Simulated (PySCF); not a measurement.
# C3H9NSi, SMILES `N[SiH]1CCC1`: electronic structure

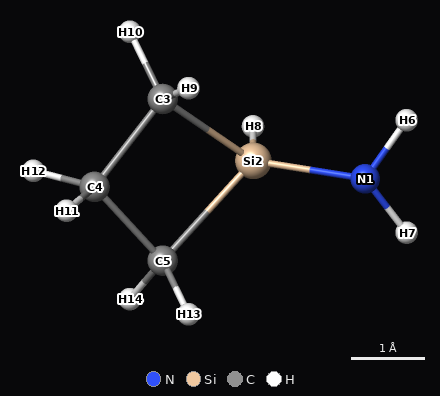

The molecule, with its atoms numbered as below. No frequency check shows the geometry to be a minimum.

Coordinates in Å:

```
N1      -1.9869    0.0001   -0.5303
Si2     -0.5930   -0.0002    0.4872
C3       0.7825    1.1828   -0.0938
C4       1.7622    0.0001   -0.2268
C5       0.7827   -1.1826   -0.0939
H6      -2.5692    0.8224   -0.5286
H7      -2.5691   -0.8228   -0.5288
H8      -0.8398   -0.0001    1.9383
H9       0.5862    1.6547   -1.0536
H10      1.1254    1.9568    0.5881
H11      2.3194    0.0001   -1.1632
H12      2.4802   -0.0002    0.5926
H13      0.5865   -1.6545   -1.0539
H14      1.1258   -1.9567    0.5878
```

### 1. Bonding charge

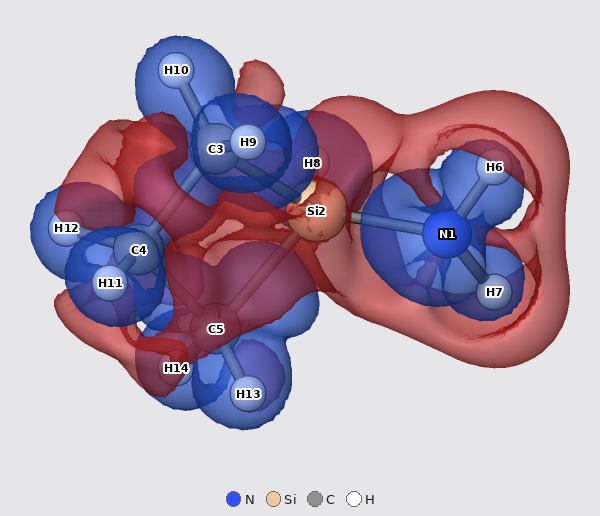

Deformation density (molecule less spherical, spin-averaged free atoms at the same positions), surfaces at ±0.04 e/Å³; blue: gain, red: loss.

Level of theory: r2SCAN/6-31G* (PySCF), at a geometry from GFN2-xTB.

Q: Describe the bonding that the map shows.

A: N1–H6 and N1–H7: +0.69 e/Å³ at the bond critical point (bond length 1.01 Å, Mayer order 0.8). C4–H12: +0.62 e/Å³ at the bond critical point (bond length 1.09 Å, Mayer order 0.9). C4–H11: +0.62 e/Å³ at the bond critical point (bond length 1.09 Å, Mayer order 0.9). C3–H10 and C5–H14: +0.59 e/Å³ at the bond critical point (bond length 1.09 Å, Mayer order 0.9). C5–H13 and C3–H9: +0.58 e/Å³ at the bond critical point (bond length 1.09 Å, Mayer order 0.9). C4–C5 and C3–C4: +0.40 e/Å³ at the bond critical point (bond length 1.54 Å, Mayer order 1.0). Si2–H8: +0.19 e/Å³ at the bond critical point (bond length 1.47 Å, Mayer order 0.9). Si2–C5 and Si2–C3: +0.15 e/Å³ at the bond critical point (bond length 1.91 Å, Mayer order 0.9). N1–Si2: +0.09 e/Å³ at the bond critical point (bond length 1.73 Å, Mayer order 1.1); up to 0.6 Å beside the axis the gain reaches +0.37 e/Å³. In all, 2.8 electrons gather in the regions of gain relative to the promolecule. A small or negative value marks a very polar bond, one between electron-rich atoms, whose free-atom densities already overlap strongly, a long bond to a heavier atom, or a closed-shell contact such as a hydrogen bond.

Q: Where do the Hirshfeld charges lie?

A: The highest Hirshfeld charge is on Si2 (+0.34 e), the lowest on N1 (−0.30 e).

### 2. Local ionisation energy

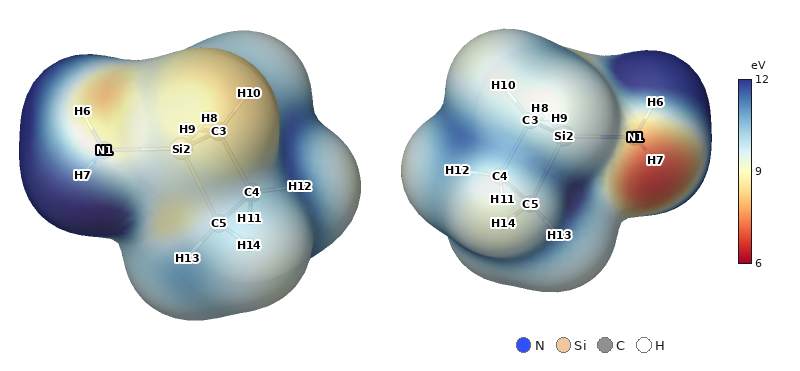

Average local ionisation energy on the surface of electron density 0.001 a.u. (back view left, front view right).

Q: Locate the minima of the map.

A: The lowest value is 6.7 eV, 2.0 Å from N1. Further minima include 8.0 eV, near H6 (1.99 Å), H7 (2.02 Å) and N1 (2.06 Å); 8.3 eV, 1.5 Å from H8; 8.9 eV, off the Si2–C3 bond (2.1 to 2.3 Å from its atoms), and at like points elsewhere. For comparison, the highest occupied orbital lies at −5.8 eV.

Q: What volume does the surface enclose, and what is the dipole moment?

A: About 127 Å³; the dipole moment is 1.3 D.

### 3. Localised orbitals

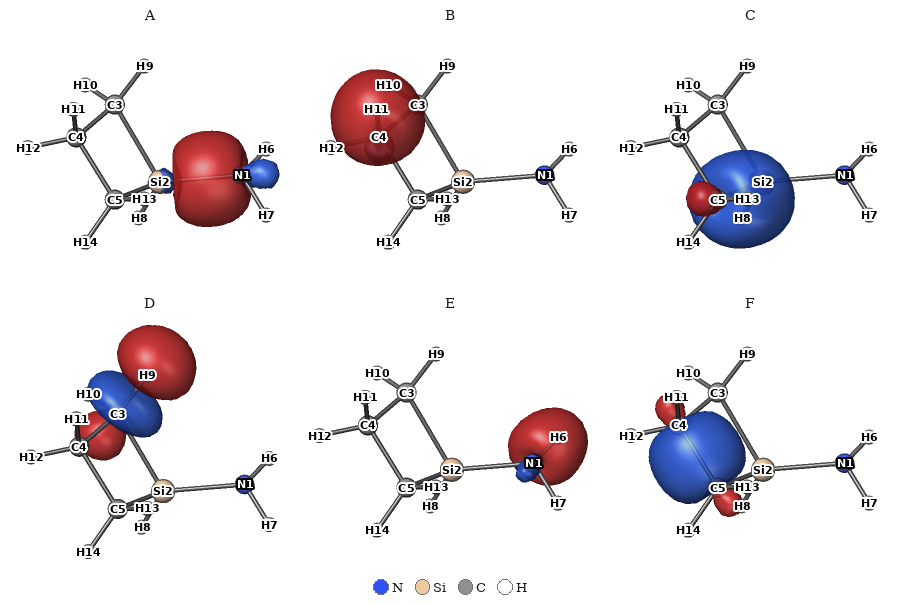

Intrinsic bond orbitals (IBO), occupied and valence-virtual; each surface holds about 80 % of the orbital's density. Energies are diagonal elements of the Fock matrix.

PySCF calculation, PBE/6-31+G*, gas phase; geometry: GFN2-xTB.

Q: Identify each orbital.

A: By panel:
- A: σ bond N1–Si2 (N1 72 %, Si2 28 %; −13.2 eV)
- B: σ bond C4–H11 (C4 57 %, H11 42 %; −11.3 eV)
- C: σ bond C5–Si2 (C5 63 %, Si2 36 %; −9.3 eV)
- D: σ* orbital H9–C3 (H9 57 %, C3 42 %; 9.0 eV)
- E: σ bond N1–H6 (N1 63 %, H6 36 %; −15.0 eV)
- F: σ bond C5–C4 (C5 50 %, C4 49 %; −12.0 eV)

Q: Which has the smallest and which the largest spatial spread?

A: Smallest: E (0.77 Å); largest: C (1.04 Å).

### 4. Stretching a bond

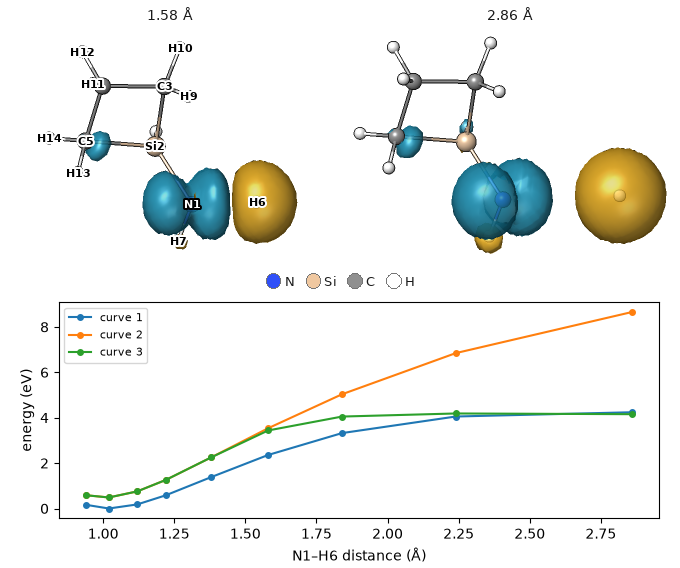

Rigid stretch of the N1–H6 bond. Broken-symmetry UHF spin density at ±0.03 e/Å³ (yellow: α, teal: β). Below: energies along the scan, from the lowest point of the three curves.

PySCF calculation, 6-31G* basis, gas phase; geometry: GFN2-xTB.

Q: How does the broken-symmetry solution share the spin, and how far is it from a pure singlet?

A: At 2.86 Å excess α spin lies mostly on H6 and excess β on N1; the two could be swapped at no cost. ⟨S²⟩ is 0.30 at 1.58 Å and 1.00 at 2.86 Å, against 0 for a pure singlet and 1 for an equal mix of singlet and triplet.

Q: Which curve is which method?

A: Curve 1 is CASSCF(2,2). Curve 2 is RHF. Curve 3 is UHF. RHF rises too steeply because it keeps both electrons in one orbital and so mixes in ionic fragments.

Q: Where does the UHF solution part from RHF?

A: Between 1.38 Å (⟨S²⟩ = 0, the two coincide) and 1.58 Å (⟨S²⟩ = 0.30); at 2.86 Å ⟨S²⟩ is 1.00 and UHF lies 4.5 eV below RHF.

Q: How much energy does the stretch cost?

A: By CASSCF, 4.2 eV from the lowest point of the scan (1.02 Å) to 2.86 Å; RHF gives 8.2 eV from its own lowest point. The fragments aren't relaxed and dynamic correlation is missing, so this isn't a bond dissociation energy.

The PySCF runs shown took 27 s, 22 s and 7.3 min on 1 thread of Arm Neoverse V1, on a shared host.
